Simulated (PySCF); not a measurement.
H₄HfO₄, SMILES `O[Hf](O)(O)O`.

PySCF calculation, PBE0/def2-TZVP, gas phase; geometry: GFN2-xTB. Core potentials replace the inner electrons of Hf; spin–orbit coupling isn't included. This is a single-reference result, which may miss multireference character in this system. No frequency check shows the geometry to be a minimum. GFN2-xTB bond lengths at metals and heavier atoms can be off by up to 0.1 Å and shapes distorted, which carries into these values.

Input

```python
import numpy as np
from pyscf import gto, scf, dft
from pyscf.scf import atom_ks, atom_hf
from scipy.linalg import block_diag

def solve(mol, dm0=None, hcore=None):
    mf = (dft.UKS if mol.spin else dft.RKS)(mol, xc='pbe0')
    mf.grids.level = 3
    mf = mf.density_fit(auxbasis='def2-universal-jkfit')
    mf.conv_tol, mf.max_cycle = 1e-8, 80
    if hcore is not None:
        mf.get_hcore = lambda *args: hcore
    mf.kernel(dm0)
    if not mf.converged:
        mf = mf.newton().run(mf.mo_coeff, mf.mo_occ, max_cycle=30)
    assert mf.converged, 'SCF not converged'
    return mf

mol = gto.M(atom='''
O      1.60217     0.37759     0.89368
Hf    -0.00003    -0.00006     0.00021
O     -1.60204    -0.37735     0.89368
O     -0.37773     1.60138    -0.89433
O      0.37786    -1.60114    -0.89433
H      1.84200     1.30572     0.78618
H     -1.84187    -1.30547     0.78617
H     -1.30648     1.83944    -0.78837
H      1.30661    -1.83920    -0.78837
''', basis='def2-tzvp', ecp={'Hf': 'def2-tzvp'}, charge=0, spin=0, verbose=4)
mf = solve(mol)
mf.analyze()
# spherically averaged free atoms, for the promolecule
atom_ks.AtomSphAverageRKS.init_guess_by_vsap = lambda self, mol=None: self.init_guess_by_minao(mol)  # core potentials
atm = atom_ks.get_atm_nrks(mol, xc='pbe0')
pro = block_diag(*[(atm[a[0]][2] * atm[a[0]][3]) @ atm[a[0]][2].T for a in mol._atom])
np.savez('result.npz', e=mf.e_tot, c=mf.mo_coeff, occ=mf.mo_occ, eps=mf.mo_energy, pro=pro, dip=mf.dip_moment(verbose=0), s2=mf.spin_square()[0])
```

Launched as:

```sh
OMP_NUM_THREADS=1 python input.py
```

The run took 13 s on 1 thread of Intel(R) Xeon(R) 6975P-C (Granite Rapids) (shared host), peak memory 0.71 GiB.

Partitions, critical points and surface values were worked out afterwards from this run's density.

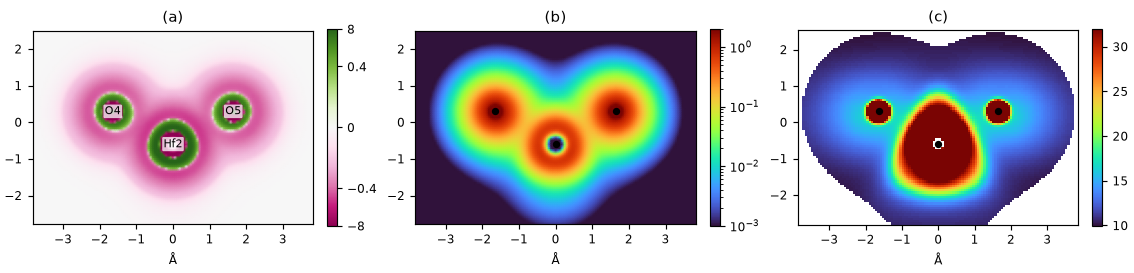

Three fields in the plane of Hf2, O4 and O5. (a): green positive, pink negative.

The panels show, in some order, the average local ionisation energy, negative Laplacian of the density (−∇²ρ) and electron density. Which is which?

(a) is the negative Laplacian of the density (−∇²ρ): shells alternate in sign around each nucleus and valence concentrations outline the bonding and non-bonding pairs. (b) is the electron density: it is positive everywhere and peaks at the nuclei. (c) is the average local ionisation energy: it is high near the heavier nuclei and lowest where loosely bound electrons reach out.
